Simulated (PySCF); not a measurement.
# Excited-state calculation of TiCl4

System: TiCl4.
Method: TDDFT CAM-B3LYP/def2-SVPD, vertical, IEF-PCM acetonitrile (non-equilibrium linear response), core orbitals frozen in the response (PySCF 2.14.0).

The geometry comes from this level: PBE0-D3(BJ)/def2-SVP. It belongs to a series of runs on one base structure; here: solvent acetonitrile.

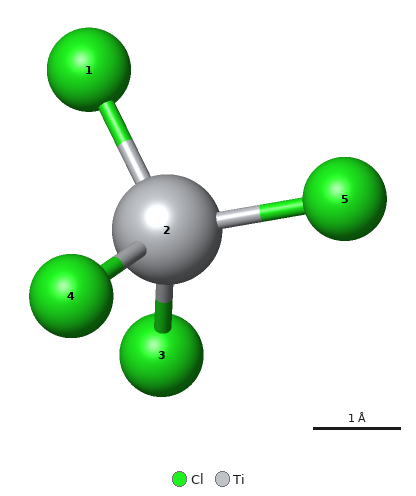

**Figure 1.** The structure as given in the input (ball-and-stick view, seen at a tilt; atoms are numbered from 1 in the order of the input). Sticks mark near contacts.

Input
```
{"job": {"kind": "uv", "xc": "CAM-B3LYP", "basis": "def2-SVPD", "solvent": "acetonitrile", "nstates": 6, "ntriplets": 0}, "charge": 0, "multiplicity": 1}
Cl     1.345581     1.047367    -1.294308
Ti    -0.041358    -0.012421    -0.032720
Cl    -1.192708    -1.380665    -1.230120
Cl    -1.375642     1.396936     0.899163
Cl     1.032539    -1.098882     1.486459
```

The first line tells a small driver script what to run in PySCF; the rest is the geometry in Å.

Run on 1 CPU thread, shared host.

The program's output
```
coarse grid: 32720 points
cycle   1  E = -2689.6931774078  dE =  4.073e-01  |g| = 8.265e-01  |ddm| = 2.708e+00
cycle   2  E = -2682.6615432992  dE =  7.032e+00  |g| = 6.440e+00  |ddm| = 3.854e+00
cycle   3  E = -2689.7244559230  dE = -7.063e+00  |g| = 1.012e+00  |ddm| = 2.500e+00
cycle   4  E = -2689.9399471932  dE = -2.155e-01  |g| = 2.224e-01  |ddm| = 5.449e-01
cycle   5  E = -2689.9525428710  dE = -1.260e-02  |g| = 1.938e-02  |ddm| = 1.884e-01
cycle   6  E = -2689.9526472724  dE = -1.044e-04  |g| = 4.307e-03  |ddm| = 2.532e-02
cycle   7  E = -2689.9526542996  dE = -7.027e-06  |g| = 8.130e-04  |ddm| = 5.284e-03
final grid: 60240 points
cycle   8  E = -2689.9526305430  dE =  1.885e-07  |g| = 1.573e-03  |ddm| = 2.441e-03
cycle   9  E = -2689.9526269708  dE =  3.572e-06  |g| = 4.002e-03  |ddm| = 4.817e-03
cycle  10  E = -2689.9526312767  dE = -4.306e-06  |g| = 1.408e-04  |ddm| = 3.452e-03
cycle  11  E = -2689.9526312876  dE = -1.092e-08  |g| = 6.293e-05  |ddm| = 2.420e-04
cycle  12  E = -2689.9526312932  dE = -5.552e-09  |g| = 6.985e-06  |ddm| = 2.511e-04
cycle  13  E = -2689.9526312932  dE = -1.728e-11  |g| = 1.611e-06  |ddm| = 1.195e-05
```

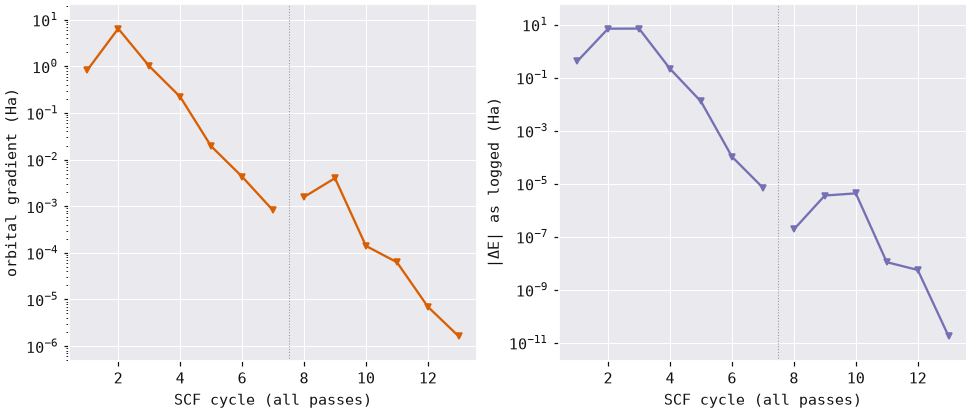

**Figure 2.** Convergence of the self-consistent field: orbital gradient and size of the energy change against the SCF cycle. The dotted line marks the change from a coarse to the final integration grid. The first 7 cycles use a coarse grid, the final grid takes over at cycle 8, and the field converges after 13 cycles in all.

```
converged SCF energy = -2689.9526312932

Static polarisability (au): isotropic 133.404, principal 133.129 133.394 133.689

Singlet excitations
state   eV       nm        f      main configurations
  1   4.3169    287.2   0.00001   H->L 0.44, H-1->L 0.29, H->L+1 0.14
  2   4.3184    287.1   0.00000   H-1->L+1 0.36, H-2->L 0.27, H->L+1 0.24
  3   4.3200    287.0   0.00000   H-2->L+1 0.49, H-1->L 0.23, H-2->L 0.10
  4   4.5470    272.7   0.03031   H-1->L+1 0.32, H-2->L 0.31, H-2->L+1 0.19
  5   4.5475    272.6   0.03078   H->L+1 0.34, H-1->L 0.23, H-2->L+1 0.17
  6   4.5481    272.6   0.03121   H->L 0.34, H-1->L+1 0.17, H-1->L 0.17
```

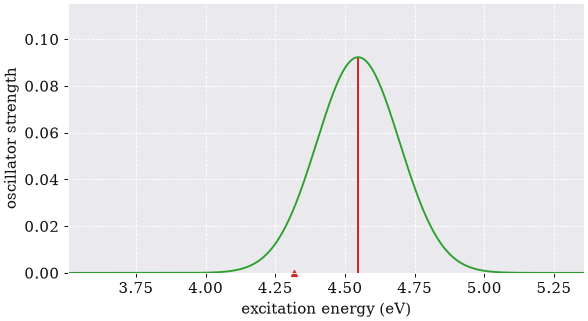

**Figure 3.** Computed excitations as sticks (degenerate states added up, dark ones marked on the axis), with a Gaussian envelope of 0.35 eV full width at half maximum, scaled to the tallest. Of the 6 states the lowest lies at 4.32 eV (f = 0.000); the strongest line is at 4.55 eV, or 273 nm (f = 0.092, summed over 3 states that lie within 0.004 eV).

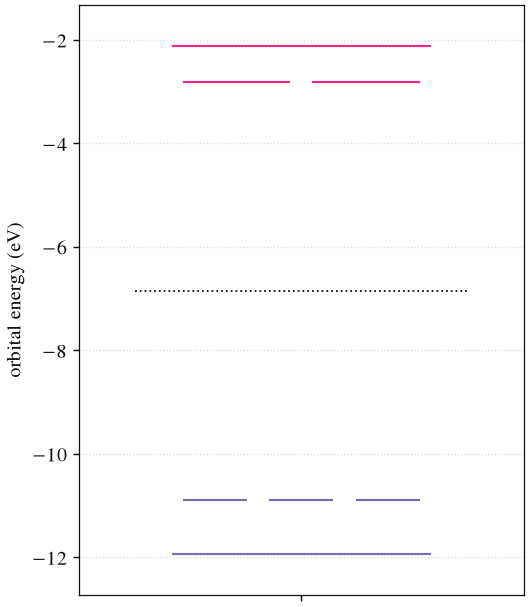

**Figure 4.** Orbital energies near the frontier; the dotted line parts filled from empty levels, and levels within 0.02 eV of each other stand side by side. Highest filled −10.89 eV, lowest empty −2.81 eV, 8.08 eV apart.

Key numbers

| quantity | value |
| --- | --- |
| outcome | converged |
| total energy | −2689.952631 hartree |
| HOMO | −10.89 eV |
| LUMO | −2.81 eV |
| dipole moment | 0.02 D |
| mean polarisability | 133.40 a.u. |
| lowest excitation | 4.32 eV |
| wall time | 14 s |
| peak memory | 0.8 GiB |
